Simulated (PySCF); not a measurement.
# 4-(trifluoromethyl)pyridine: runs on many settings, part 2 of 2

PySCF 2.14.0. Atoms count from 0.

### 5 Indirect couplings: BP86/6-31G*

What the job is given:

```
{"job": {"kind": "j", "xc": "BP86", "basis": "6-31G*", "scf": {"guess": "huckel"}}, "charge": 0, "multiplicity": 1}
F      2.548671     0.095776     1.049525
C      1.962637    -0.057801    -0.153124
F      2.414067    -1.219453    -0.646840
F      2.453555     0.911922    -0.937897
C      0.461157    -0.016096    -0.050837
C     -0.210717     1.194759    -0.151466
C     -1.593511     1.172251    -0.031723
N     -2.285850     0.067840     0.175318
C     -1.636938    -1.076968     0.276446
C     -0.256673    -1.183409     0.172895
H      0.323739     2.115472    -0.322759
H     -2.171955     2.082675    -0.106284
H     -2.249783    -1.951118     0.448039
H      0.240924    -2.136323     0.256539
```

With the program's defaults for keys left out, this is: BP86/6-31G* indirect spin-spin coupling, non-relativistic, gas phase.

The log of the run:

```text
final grid: 134544 points
cycle   1  E = -568.6028974869  dE =  1.268e+01  |g| = 8.491e+00  |ddm| = 9.495e+00
cycle   2  E = -522.4308151761  dE =  4.617e+01  |g| = 1.075e+01  |ddm| = 6.524e+01
cycle   3  E = -559.5343095173  dE = -3.710e+01  |g| = 8.232e+00  |ddm| = 6.579e+01
cycle   4  E = -575.9531082674  dE = -1.642e+01  |g| = 5.044e+00  |ddm| = 2.775e+01
cycle   5  E = -574.2280770507  dE =  1.725e+00  |g| = 5.573e+00  |ddm| = 1.674e+01
cycle   6  E = -584.9911583983  dE = -1.076e+01  |g| = 1.144e+00  |ddm| = 1.515e+01
cycle   7  E = -584.8162702483  dE =  1.749e-01  |g| = 1.325e+00  |ddm| = 2.023e+00
cycle   8  E = -585.2892431894  dE = -4.730e-01  |g| = 2.472e-01  |ddm| = 1.274e+00
cycle   9  E = -585.2964584000  dE = -7.215e-03  |g| = 1.997e-01  |ddm| = 2.409e-01
cycle  10  E = -585.3029690917  dE = -6.511e-03  |g| = 7.770e-02  |ddm| = 1.657e-01
cycle  11  E = -585.3042394090  dE = -1.270e-03  |g| = 3.421e-02  |ddm| = 1.105e-01
cycle  12  E = -585.3044601341  dE = -2.207e-04  |g| = 1.478e-02  |ddm| = 4.029e-02
cycle  13  E = -585.3044984287  dE = -3.829e-05  |g| = 7.477e-03  |ddm| = 2.095e-02
cycle  14  E = -585.3045085459  dE = -1.012e-05  |g| = 4.267e-03  |ddm| = 1.137e-02
cycle  15  E = -585.3045135764  dE = -5.031e-06  |g| = 7.975e-04  |ddm| = 4.767e-03
cycle  16  E = -585.3045137149  dE = -1.385e-07  |g| = 3.322e-04  |ddm| = 1.086e-03
cycle  17  E = -585.3045137387  dE = -2.384e-08  |g| = 5.613e-05  |ddm| = 3.590e-04
cycle  18  E = -585.3045137389  dE = -1.655e-10  |g| = 5.242e-05  |ddm| = 9.291e-05
cycle  19  E = -585.3045137395  dE = -5.916e-10  |g| = 1.271e-05  |ddm| = 4.822e-05
converged SCF energy = -585.3045137395

Indirect spin-spin couplings (Hz)
  i      j    bonds     total        FC       PSO       DSO        SD
  0 F    1 C    1   -309.003  -288.553   -27.891     1.562     5.879
  0 F    2 F    2     94.741    69.130   -21.295    -0.038    46.945
  0 F    3 F    2     95.775    70.288   -21.439    -0.037    46.962
  0 F    4 C    2     25.392    26.982    -2.597     0.233     0.775
  0 F    5 C    3      1.250     1.880     0.188    -0.009    -0.810
  0 F    6 C    4     -0.518    -0.627     0.051    -0.154     0.213
  0 F    7 N    5     -0.664    -0.806    -0.175     0.074     0.244
  0 F    8 C    4     -0.511    -0.621     0.052    -0.154     0.213
  0 F    9 C    3      1.268     1.898     0.190    -0.009    -0.810
  0 F   10 H    4     -0.685    -0.752     0.292     0.009    -0.234
  0 F   11 H    5      0.254     0.504     0.525    -0.801     0.025
  0 F   12 H    5      0.257     0.507     0.525    -0.800     0.025
  0 F   13 H    4     -0.680    -0.742     0.293     0.005    -0.236
  1 C    2 F    1   -300.226  -278.308   -29.075     1.572     5.584
  1 C    3 F    1   -300.198  -278.289   -29.067     1.572     5.586
  1 C   10 H    3      3.535     3.399    -0.196     0.332         -
  1 C   11 H    4      1.445     1.504     0.130    -0.188         -
  1 C   12 H    4      1.447     1.505     0.130    -0.188         -
  1 C   13 H    3      3.521     3.386    -0.195     0.331         -
  2 F    3 F    2     76.564    58.208   -24.750    -0.042    43.148
  2 F    4 C    2     34.620    34.404    -1.226     0.205     1.237
  2 F    5 C    3      4.897     2.939     1.941    -0.253     0.270
  2 F    6 C    4      1.123     0.956     0.270    -0.228     0.125
  2 F    8 C    4     -0.290    -0.213     0.052    -0.129     0.000
  2 F    9 C    3      0.703     1.921    -1.395     0.218    -0.041
  2 F   10 H    4     -1.454    -0.736     0.688    -1.229    -0.177
  2 F   11 H    5      0.679     1.092     0.643    -1.074     0.017
  2 F   12 H    5     -0.358    -0.055     0.276    -0.589     0.010
  2 F   13 H    4      1.465     1.305    -1.342     1.596    -0.095
  3 F    4 C    2     34.599    34.388    -1.229     0.205     1.236
  3 F    5 C    3      0.743     1.970    -1.404     0.219    -0.042
  3 F    6 C    4     -0.261    -0.188     0.054    -0.129     0.001
  3 F    8 C    4      1.127     0.960     0.271    -0.228     0.124
  3 F    9 C    3      4.874     2.919     1.937    -0.253     0.272
  3 F   10 H    4      1.552     1.394    -1.347     1.602    -0.096
  3 F   11 H    5     -0.359    -0.057     0.276    -0.588     0.010
  3 F   12 H    5      0.671     1.084     0.644    -1.074     0.017
  3 F   13 H    4     -1.442    -0.726     0.688    -1.228    -0.177
  4 C   10 H    2     -1.360    -0.226    -1.060    -0.073         -
  4 C   11 H    3      4.868     5.132     0.135    -0.398         -
  4 C   12 H    3      4.872     5.136     0.135    -0.398         -
  4 C   13 H    2     -1.349    -0.217    -1.059    -0.074         -
  5 C   10 H    1    153.932   153.027    -0.250     1.155         -
  5 C   11 H    2      7.514     8.531    -0.748    -0.269         -
  5 C   12 H    4     -2.055    -1.936     0.322    -0.441         -
  5 C   13 H    3      3.093     3.348     0.194    -0.449         -
  6 C   10 H    2      1.574     2.739    -0.945    -0.220         -
  6 C   11 H    1    170.441   169.704    -0.335     1.072         -
  6 C   12 H    3      9.512     9.939     0.183    -0.611         -
  6 C   13 H    4     -0.970    -0.905     0.361    -0.426         -
  7 N   10 H    3     -0.496    -0.597    -0.101     0.202         -
  7 N   11 H    2     -9.169   -10.304     1.020     0.115         -
  7 N   12 H    2     -9.168   -10.303     1.020     0.115         -
  7 N   13 H    3     -0.497    -0.598    -0.101     0.202         -
  8 C   10 H    4     -0.969    -0.903     0.361    -0.426         -
  8 C   11 H    3      9.510     9.937     0.184    -0.611         -
  8 C   12 H    1    170.459   169.722    -0.335     1.072         -
  8 C   13 H    2      1.576     2.742    -0.946    -0.220         -
  9 C   10 H    3      3.091     3.346     0.195    -0.449         -
  9 C   11 H    4     -2.054    -1.935     0.322    -0.441         -
  9 C   12 H    2      7.528     8.545    -0.748    -0.269         -
  9 C   13 H    1    153.922   153.017    -0.249     1.154         -
 10 H   11 H    3      4.010     4.316    -0.091    -0.215         -
 10 H   13 H    4      0.666     1.457     1.085    -1.877         -
 11 H   12 H    4     -1.490    -0.625     1.161    -2.026         -
 12 H   13 H    3      4.012     4.318    -0.091    -0.214         -
```

Run time: 29 s. Hardware: 1 thread of AMD EPYC 9R14, shared host; peak memory 0.53 GiB.

This basis has no tight s functions, so the Fermi-contact terms are rough.

Couplings of 1 Hz or more, nine at most for each number of bonds, with means over like pairs (isotopes 13C, 19F, 1H, 15N):

```
   pair  bonds  J (Hz)  Fermi contact (Hz)  dihedral (°)
  F0–C1      1  -303.1              -281.7             –
 C6–H11      1   170.4               169.7             –
 C5–H10      1   153.9               153.0             –
  F0–F2      2    89.0                65.9             –
  F0–C4      2    31.5                31.9             –
 N7–H11      2    -9.2               -10.3             –
 C5–H11      2     7.5                 8.5             –
 C6–H10      2     1.6                 2.7             –
 C4–H10      2    -1.4                -0.2             –
 C6–H12      3     9.5                 9.9           180
 C4–H11      3     4.9                 5.1          -180
H10–H11      3     4.0                 4.3             0
 C1–H10      3     3.5                 3.4             1
 C5–H13      3     3.1                 3.3          -180
  F0–C5      3     2.3                 2.3             –
 C5–H12      4    -2.1                -1.9             –
H11–H12      4    -1.5                -0.6             –
 C1–H11      4     1.4                 1.5             –
```

The spin-dipole term was solved for some atoms only; pairs without it lack that part.

The response was solved for the nuclei of F, H alone, so couplings that need other nuclei can be missing.

Quadrupole couplings from the field gradients of the same density:

```csv
atom,isotope,eQq/h (MHz),η
N7,14N,-4.845,0.33
```

Joined with the shifts from before (HF/pcSseg-1, unscaled), the couplings predict the line list below for 300 MHz.

1H NMR δ 9.28 (d, J = 4.0 Hz, 2H), 7.93 (d, J = 4.0 Hz, 2H). The letters are first-order; like nuclei with unlike couplings give more lines.

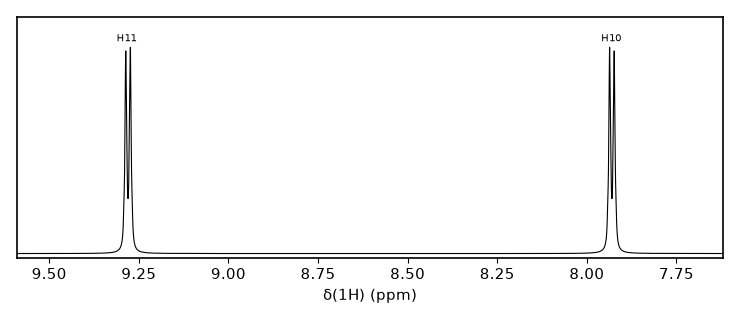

Simulated proton spectrum at 300 MHz, by exact diagonalisation of each spin system; lines 1.2 Hz wide, exchangeable protons uncoupled.

### 6 Ultraviolet spectrum: PBE0/STO-3G

Same as in step 5 but for these lines:

```diff
@@ -1,2 +1,2 @@
-{"job": {"kind": "j", "xc": "BP86", "basis": "6-31G*", "scf": {"guess": "huckel"}}, "charge": 0, "multiplicity": 1}
+{"job": {"kind": "uv", "xc": "PBE0", "basis": "STO-3G", "nstates": 3, "ntriplets": 5, "tda": true, "scf": {"aux": "def2-universal-jkfit"}}, "charge": 0, "multiplicity": 1}
 F      2.548671     0.095776     1.049525
```

Method: TDA PBE0/STO-3G, vertical, gas phase, core orbitals frozen in the response.

The log of the run:

```text
final grid: 134544 points
cycle   1  E = -576.6773204967  dE =  2.284e+00  |g| = 7.830e-01  |ddm| = 5.491e+00
cycle   2  E = -576.6661672386  dE =  1.115e-02  |g| = 8.701e-01  |ddm| = 2.016e+00
cycle   3  E = -576.8719220484  dE = -2.058e-01  |g| = 1.139e-01  |ddm| = 1.086e+00
cycle   4  E = -576.8760008348  dE = -4.079e-03  |g| = 3.121e-02  |ddm| = 1.923e-01
cycle   5  E = -576.8763100837  dE = -3.092e-04  |g| = 8.920e-03  |ddm| = 4.900e-02
cycle   6  E = -576.8763342286  dE = -2.414e-05  |g| = 1.246e-03  |ddm| = 1.272e-02
cycle   7  E = -576.8763347954  dE = -5.668e-07  |g| = 1.990e-04  |ddm| = 2.141e-03
cycle   8  E = -576.8763348080  dE = -1.256e-08  |g| = 5.545e-05  |ddm| = 3.574e-04
cycle   9  E = -576.8763348090  dE = -1.034e-09  |g| = 1.998e-05  |ddm| = 1.058e-04
cycle  10  E = -576.8763348091  dE = -1.171e-10  |g| = 4.390e-06  |ddm| = 2.856e-05
converged SCF energy = -576.8763348091

Static polarisability (au): isotropic 37.521, principal 13.572 49.115 49.875

Singlet excitations
state   eV       nm        f      main configurations
  1   4.9423    250.9   0.00639   H->L 0.99
  2   5.1069    242.8   0.00000   H->L+1 1.00
  3   6.6546    186.3   0.00732   H-4->L 0.54, H-3->L+1 0.22, H-6->L+1 0.14

Triplet excitations (Tamm-Dancoff, eV): 3.8440 4.7297 4.9445 5.6330 5.8030
```

It took 3.4 s on 1 thread of AMD EPYC 9R14, shared host; peak memory 0.53 GiB.

The orbitals next to the gap, with their largest atomic shares:

```csv
orbital,eV,atoms
HOMO−3,-6.47,"F2 28 %, F3 27 %, F0 18 %"
HOMO−2,-6.44,"F0 40 %, F3 30 %, F2 30 %"
HOMO−1,-6.41,"F0 50 %, C4 14 %, F2 13 %"
HOMO,-5.04,"N7 75 %, C9 5 %, C5 5 %"
LUMO,1.57,"C4 32 %, N7 29 %, C9 9 %"
LUMO+1,1.88,"C5 25 %, C9 25 %, C8 25 %"
LUMO+2,6.35,"N7 19 %, C6 18 %, C8 18 %"
```

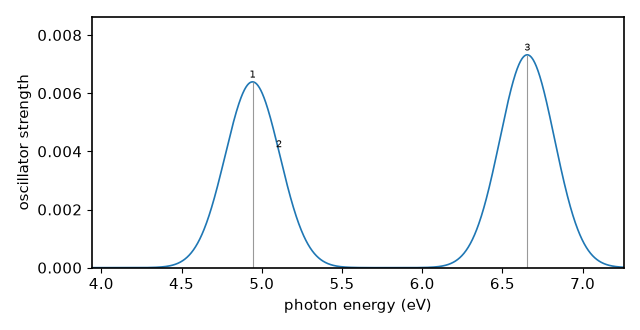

Absorption spectrum from the 3 singlet states computed; above the last one it falls off for lack of states. Lines are broadened to a width of 0.40 eV (Gaussian).

Further results of this job:

| property | computed |
| --- | --- |
| dipole moment (D) | 0.70 |
| polarisability (Å³) | 5.56 |
| HOMO–LUMO gap (eV) | 6.61 |
| −ε(HOMO) (eV) | 5.04 |

### 7 Run by run: NMR shifts

Shifts (ppm) of some atoms, chosen among heavy atoms and hydrogens apart, means over like atoms, with basis size and wall time:

```csv
run,C6,C4,C1,H11,H10,F0,N7,functions,time
HF/pcSseg-1,159.3,149.6,115.4,9.28,7.93,-47.8,380.0,190,11 s
PBE0/pcSseg-1,156.7,145.3,133.1,9.23,7.76,-78.7,372.3,190,14 s
BHandHLYP/pcSseg-1,159.1,148.7,128.4,9.16,7.79,-64.7,381.7,190,20 s
```

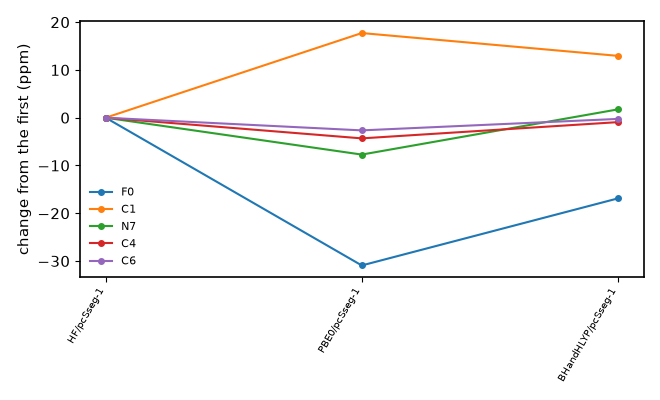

How five of the tabulated atoms move from run to run.

### 8 Results

What follows sums up all 2 parts.

```
                                                               quantity                                            value
  13C shifts against TMS (HF/pcSseg-1, means over atoms taken as alike)                   159.3, 149.6, 125.9, 115.4 ppm
   1H shifts against TMS (HF/pcSseg-1, means over atoms taken as alike)                                   9.28, 7.93 ppm
19F shifts against CFCl3 (HF/pcSseg-1, means over atoms taken as alike)                                        -47.8 ppm
                                   15N shifts against NH3 (HF/pcSseg-1)                                        380.0 ppm
                            largest coupling of the table (BP86/6-31G*)                         1J(F,C) F0–C1, -303.1 Hz
                                           lowest singlet (PBE0/STO-3G)                      4.94 eV (251 nm), f = 0.006
                               brightest single state of those computed                      state 3, 6.65 eV, f = 0.007
                                                         lowest triplet                                          3.84 eV
                                               range of the shift of F0                               -78.7 to -47.8 ppm
                                          property runs in this session  5, of which 0 failed and 1 gave unsound results
```

What this shows: Single values in the summary come from the first run of each kind that ended normally (HF/pcSseg-1; BP86/6-31G*; PBE0/STO-3G), which need not be the best level. A minimal basis gives no usable values, so read them as a test of settings alone. At HF/pcSseg-1: The largest span, 775 ppm, is at N7, where the paramagnetic term is -442 ppm. NICS(1)zz of -31 ppm above the planar ring from C4 marks a diatropic (aromatic) ring current. Of the pairs tabulated at BP86/6-31G*, F0–C1 (mean over like pairs) couples most strongly (-303.1 Hz; Fermi contact -281.7 Hz). Density functionals describe couplings to fluorine poorly, F–F couplings above all, so those rows are rough. The first singlet state (HOMO→LUMO 0.99) lies at 4.94 eV and is weak; of the 3 states computed, the strongest absorption comes from state 3 at 6.65 eV (the last computed, so partners may be missing). The lowest triplet lies 1.10 eV below the lowest singlet. States above −ε(HOMO) lie where TDDFT describes them poorly and they hang on the basis; the brightest is among them. The basis of PBE0/STO-3G has no diffuse functions, so Rydberg states are missing and the high states are unreliable. Across the 3 runs the shift of F0 (with its like atoms) moves most, between -78.7 (PBE0/pcSseg-1) and -47.8 ppm (HF/pcSseg-1). Couplings from bases without tight functions are rough.
